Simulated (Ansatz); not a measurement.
# Σ5 (210) boundary in bcc W: structure and resistance, part 2 of 3

Aim: the relaxed structure and the specific resistance of the Σ5 (210) boundary in bcc W.

Ansatz 0.2.0; Ansatz plane-wave DFT, PBE, PAW files; relaxation of a bicrystal slab with its lowest layers held; PAW set soft_1 (the session's first sound run).

So far. Step 2 (Relaxing the bicrystal): The largest force component on a free atom ends at 0.023 eV/Å, under the tolerance of 0.03, after 10 steps.

### Step 3. Transmission across the boundary

This step: Ansatz plane-wave DFT, PBE, PAW files; ballistic transport by layer matching (Landauer), zero bias; boundary relaxed in a short slab, bulk layers laid on; PAW set soft_1 (Ansatz 0.2.0).

System of this step: Σ5 (210) boundary in bcc W. The cell holds 61 atoms: 61 W. Its edges and angles: a = 7.077 Å, b = 3.165 Å, c = 50.937 Å, α = 90.0°, β = 90.0°, γ = 90.0°. It derives from W. Regions: lower grain, 25 atoms (25 W); boundary, 16 atoms (16 W); upper grain, 20 atoms (20 W). Vacuum lies along c.

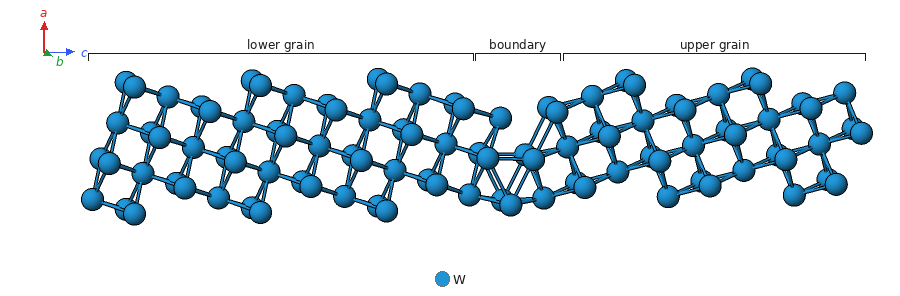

The cell of this step (tungsten blue). Some periodic images of atoms are drawn too.

input.yaml

```yaml
crystal:
  lattice:
    - [7.0767079352, 0.0, 0.0]
    - [0.0, 3.1648, 0.0]
    - [0.0, 0.0, 50.9371001029]
  atoms:
    - { symbol: W, position: [-9.9000000001, -16.5, 0.0785282239] }
    - { symbol: W, position: [-9.6000000001, -16.0, 0.0924212565] }
    - { symbol: W, position: [-9.3000000001, -15.5, 0.1063142891] }
    - { symbol: W, position: [-9.0000000001, -15.0, 0.1202073217] }
    - { symbol: W, position: [-8.7000000001, -14.5, 0.1341003544] }
    - { symbol: W, position: [-8.4000000001, -14.0, 0.147993387] }
    - { symbol: W, position: [-8.1000000001, -13.5, 0.1618864196] }
    - { symbol: W, position: [-7.8000000001, -13.0, 0.1757794522] }
    - { symbol: W, position: [-7.5000000001, -12.5, 0.1896724849] }
    - { symbol: W, position: [-7.2000000001, -12.0, 0.2035655175] }
    - { symbol: W, position: [-6.9000000001, -11.5, 0.2174585501] }
    - { symbol: W, position: [-6.6000000001, -11.0, 0.2313515827] }
    - { symbol: W, position: [-6.3000000001, -10.5, 0.2452446154] }
    - { symbol: W, position: [-6.0000000001, -10.0, 0.259137648] }
    - { symbol: W, position: [-5.7000000001, -9.5, 0.2730306806] }
    - { symbol: W, position: [-5.4000000001, -9.0, 0.2869237132] }
    - { symbol: W, position: [-5.1000000001, -8.5, 0.3008167458] }
    - { symbol: W, position: [-4.8, -8.0, 0.3147097785] }
    - { symbol: W, position: [-4.5, -7.5, 0.3286028111] }
    - { symbol: W, position: [-4.2, -7.0, 0.3424958437] }
    - { symbol: W, position: [-3.9, -6.5, 0.3563888763] }
    - { symbol: W, position: [-3.6, -6.0, 0.370281909] }
    - { symbol: W, position: [-3.3, -5.5, 0.3841749416] }
    - { symbol: W, position: [-3.0, -5.0, 0.3980679742] }
    - { symbol: W, position: [-2.7, -4.5, 0.4119610068] }
    - { symbol: W, position: [0.6, 0.0, 0.4258540395] }
    - { symbol: W, position: [0.8994208441, 0.5, 0.4394292513] }
    - { symbol: W, position: [0.2010580939, 0.0, 0.4533949823] }
    - { symbol: W, position: [0.5020571281, 0.5, 0.4681906059] }
    - { symbol: W, position: [0.797698778, 0.0, 0.4827117861] }
    - { symbol: W, position: [0.09933814, 0.5, 0.4940544456] }
    - { symbol: W, position: [0.4052798999, 0.0, 0.5097130839] }
    - { symbol: W, position: [0.7007723645, 0.5, 0.5282168177] }
    - { symbol: W, position: [0.0347102506, 0.0, 0.5349534822] }
    - { symbol: W, position: [0.3911552298, 0.0, 0.5601525786] }
    - { symbol: W, position: [0.0671883872, 0.5, 0.5758755907] }
    - { symbol: W, position: [0.7611047048, 0.0, 0.5858047003] }
    - { symbol: W, position: [0.4674884566, 0.5, 0.6021377837] }
    - { symbol: W, position: [0.1658013262, 0.0, 0.6166229398] }
    - { symbol: W, position: [0.8638473703, 0.5, 0.6295316144] }
    - { symbol: W, position: [0.5663047349, 0.0, 0.6436111237] }
    - { symbol: W, position: [-2.7336952651, -4.5, 0.6575041563] }
    - { symbol: W, position: [-3.0336952651, -5.0, 0.6713971889] }
    - { symbol: W, position: [-3.3336952651, -5.5, 0.6852902215] }
    - { symbol: W, position: [-3.6336952651, -6.0, 0.6991832542] }
    - { symbol: W, position: [-3.9336952651, -6.5, 0.7130762868] }
    - { symbol: W, position: [-4.2336952652, -7.0, 0.7269693194] }
    - { symbol: W, position: [-4.5336952652, -7.5, 0.740862352] }
    - { symbol: W, position: [-4.8336952652, -8.0, 0.7547553846] }
    - { symbol: W, position: [-5.1336952652, -8.5, 0.7686484173] }
    - { symbol: W, position: [-5.4336952652, -9.0, 0.7825414499] }
    - { symbol: W, position: [-5.7336952652, -9.5, 0.7964344825] }
    - { symbol: W, position: [-6.0336952652, -10.0, 0.8103275151] }
    - { symbol: W, position: [-6.3336952652, -10.5, 0.8242205478] }
    - { symbol: W, position: [-6.6336952652, -11.0, 0.8381135804] }
    - { symbol: W, position: [-6.9336952652, -11.5, 0.852006613] }
    - { symbol: W, position: [-7.2336952652, -12.0, 0.8658996456] }
    - { symbol: W, position: [-7.5336952652, -12.5, 0.8797926783] }
    - { symbol: W, position: [-7.8336952652, -13.0, 0.8936857109] }
    - { symbol: W, position: [-8.1336952652, -13.5, 0.9075787435] }
    - { symbol: W, position: [-8.4336952652, -14.0, 0.9214717761] }
kpoints:
  mp_grid: { grid: [4, 8, 1] }
hamiltonian:
  xc: pbe
  pseudopotentials: { kind: paw, azcp: { folder: soft_1 } }
scf:
  occupations: { method: fermi_dirac, width: 0.1 }
output:
  transmission:
    leads: [[13, 14], [49, 50]]
    kmesh: [10, 20]
    e_range: [-0.1, 0.1]
    de: 0.05
  write_potential: true
  write_density: true
  volumetric_format: npy
  elf: true
```

Started as:

```console
$ ansatz run input.yaml --threads 8 --pin off --max-ram 15360MiB --backend cpu --events-out ev --progress --plain --runs-dir out
```

Numbers of over 12 decimals in the logs are rounded to 6 here.

Log:

```text
[...]
Crystal: 61 atoms, lattice volume = 1140.806 Å³
Basis set: ecut = 420 eV, 22239 PW (Γ)
Bands: 513, of which v1, the nominal top of the filled ones, is band 427 counted from 1 (426 counted from 0)
Symmetry: 2 space group operations
[...]
k-points: 15 of 32 (time reversal used)
[...]
SCF iter   1: F=—  HF=-633545.826092 eV  |F-HF|=—  |Δ(HF+E_count)|=         —  Δρ=6.23e-2  dr2=6.49e2  ethr=3.10e-3  ⟨swp⟩=6.1  Hψ=30786  notcnv=0
[...]
SCF iter  12: F=-633527.018371 eV  HF=-633527.018371 eV  |F-HF|=6.40e-9  |Δ(HF+E_count)|=   1.82e-7  Δρ=1.50e-6  dr2=5.84e-8  ethr=1.17e-11  ⟨swp⟩=15.7  Hψ=24510  notcnv=0
SCF 1 converged in 12 iterations: F = -633527.018371 eV  dr2 = 5.84e-8
[...]
transmission: 258 of 2574 steps passed
transmission: 516 of 2574 steps passed
[...]
transmission: 2574 of 2574 steps passed
WARN: The input density's exchange-correlation potential varies sharply where the density is thin. Do not read a vacuum level from v_tot or v_xc, or from such a field of the output density. On a cell that repeats whose density bears no net charge and no dipole along the vacuum's axis use v_es (v_loc + v_h of the components); under efield.dipole_correction with no amplitude use v_es + v_field, which holds any external [...]
SCF converged after 12 iterations
Free energy (F): -633527.018371 eV
[...]
Internal energy: -633525.852354 eV  (E = F + TS)
E sigma→0 (E₀):  -633526.435363 eV
Entropy (-TS):   -1.166017 eV (-19.115 meV/atom)
Fermi energy:    18.355670 eV
[...]
--- Band table (eV; the first three rows and the last of 15) ---
  k-point 0: bands = [... 423 lower, 18.0013, 18.0214, 18.0688, 18.0803, 18.0978, 18.1068, 18.1298, 18.2486, ... 82 higher]
  k-point 1: bands = [... 423 lower, 18.0779, 18.1332, 18.1926, 18.2469, 18.2807, 18.3006, 18.3208, 18.3974, ... 82 higher]
  k-point 2: bands = [... 423 lower, 18.0467, 18.0666, 18.1590, 18.2623, 18.4735, 18.5263, 18.6751, 18.7114, ... 82 higher]
  k-point 14: bands = [... 423 lower, 18.6432, 18.6459, 18.6707, 18.7322, 18.8564, 18.9443, 18.9826, 19.0858, ... 82 higher]
--- Transmission ---
  basis      : 193 plane waves across, 39 finite elements along
  points     : 66, standing for a mesh of 10 x 20
  energies   : 5 from -0.100000 to 0.100000 eV about the Fermi level, 0.050000 eV apart; the leads are filled to 0.000000 eV, and channels, transmission and decay are at 0.000000 eV
  crystal 0  : W4, at the sites [13, 14], period 2.8307 Å, over 18.40 Å; its Hamiltonian steps by up to 44.7 meV: too much for a lead, lay more layers or, if its atoms are ordered, name the step of that order
    offset         : up to 0.0000 Å between an atom of the period and one for which it stands
    channels       : 2.590000e0 a spin
    conductance    : none, the energies end too early or step too widely for 300 K: set another output.transmission.e_range or a lower de, or, where they end at an eighth of basis.ecutwfc, a higher one
    slowest decay  : 0.0229 /Å at (0.4000, 0.2500)
[...]
channels       : 2.610000e0 a spin
[...]
slowest decay  : 0.0260 /Å at (0.4000, 0.2500)
  junction   : crystal 0 to crystal 1, 12.85 to 37.38 Å
    transmission   : 1.227266e0 a spin
[...]
```

Run time: 15 min. Hardware: 8 threads of Intel Xeon at 2.50GHz (Skylake/Cascade Lake), shared host; peak memory 10 GiB.

This step gave:

* free energy: -633527.0184 eV
* energy at zero smearing: -633526.4354 eV
* Fermi energy: 18.36 eV
* cell area: 22.40 Å²
* transmission per spin nearest the Fermi level: 1.227
* open channels per spin nearest the Fermi level: 2.59
* open channels per spin, upper lead: 2.61
* step of the lead's potential: 44.7 meV
* step of the upper lead's potential: 16.3 meV

Per spin. Transmission, zone mean against energy, zero at the Fermi level:

```csv
energy (eV),"transmission, zone mean"
-0.1000,1.22
-0.0500,1.22
0.0000,1.23
0.0500,1.22
0.1000,1.23
```

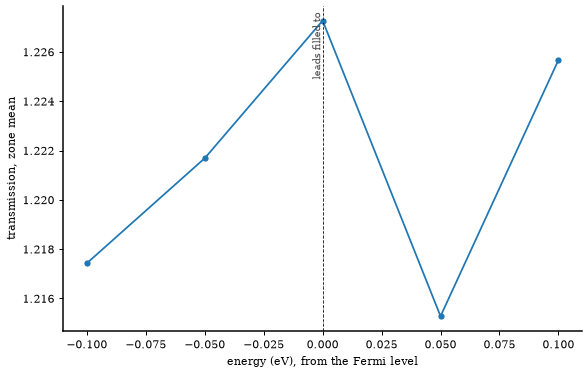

Transmission, zone mean, plotted against energy.

Per spin. Table of open channels, zone mean by energy, zero at the Fermi level:

```csv
energy (eV),lead,upper lead
-0.1000,2.54,2.56
-0.0500,2.53,2.53
0.0000,2.59,2.61
0.0500,2.74,2.72
0.1000,2.83,2.83
```

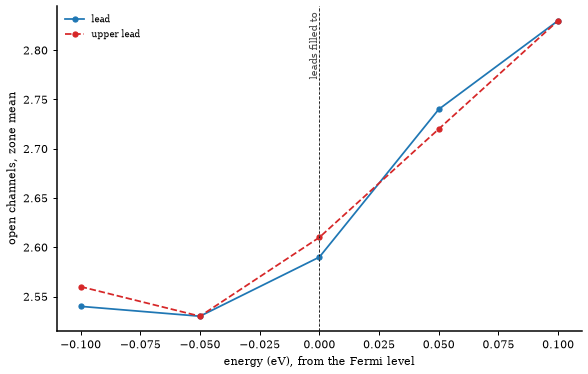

Open channels, zone mean against energy.

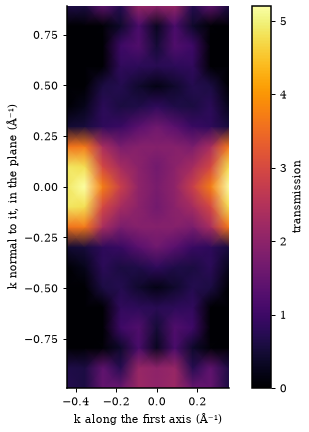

Transmission over k1 and k2. At 0.0000 eV from the Fermi level.

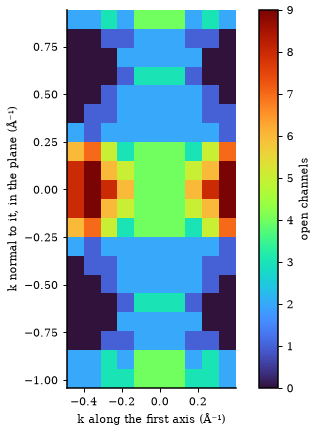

Open channels over k1 and k2. At 0.0000 eV from the Fermi level.

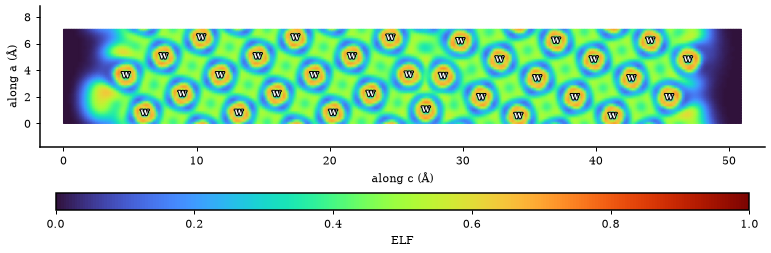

ELF in the ca plane at fractional y = 0.000, with atoms of W within 0.2 Å of it. It is the smooth field of the valence electrons, not physical close to the nuclei. The map starts off the cell's origin, so that atoms lie inside it.

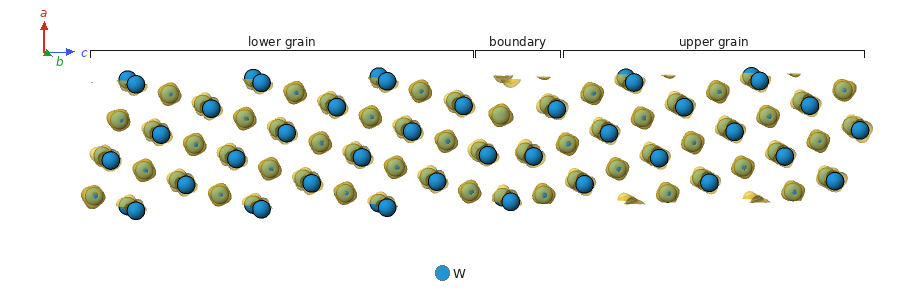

Surface of ELF = 0.67.

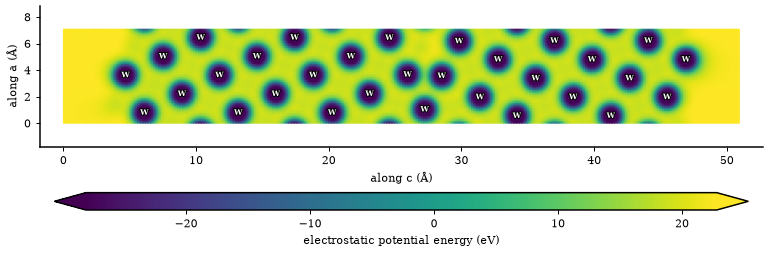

Electrostatic potential energy in the ca plane at fractional y = 0.000, with atoms of W within 0.2 Å of it. With pseudopotentials it is smooth inside the atoms' cores, unlike the true potential. The map starts off the cell's origin, so that atoms lie inside it.

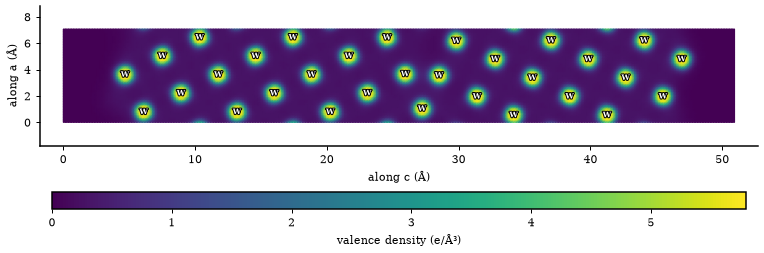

Valence density in the ca plane at fractional y = 0.000, with atoms of W within 0.2 Å of it. It is the smooth field of the valence electrons, not physical close to the nuclei. The map starts off the cell's origin, so that atoms lie inside it.

Over the solved energies the transmission per spin lies between 1.22 and 1.23, out of 2.65 channels of the lead on average (up to 2.83). The log calls the step of a lead's potential too much.

### Step 4. Specific resistance

This step: Ansatz plane-wave DFT, PBE, PAW files; ballistic transport by layer matching (Landauer), zero bias; specific resistance of the boundary; PAW set soft_1 (Ansatz 0.2.0).

This step gave:

```
area resistance                      : 1.275 fΩ m²
T over the leads' mean channel count : 0.4613
```

Averaged over the energies near the Fermi level, 46.1 % of the channels pass, which makes 1.27 fΩ m².

By hand, with T and the leads' channels N averaged over the energies near the Fermi level: RA = A (h/2e²)(1/T − ½[1/N₁ + 1/N₂]) = 22.40×10⁻²⁰ m² × 12 906 Ω × (1/1.221 − ½[1/2.646 + 1/2.65]) = 1.27 fΩ m².

[end of part 2 of 3]

[Logs are printed without paths, hosts, clocks, repeated set-up lines and the standing remarks that a program may print on its own settings, such as how far it seeks lower states.]

[Hosts, paths, dates, database ids (printed as entryN), source tags and the programs' standing remarks are cut or masked in the printed files.]
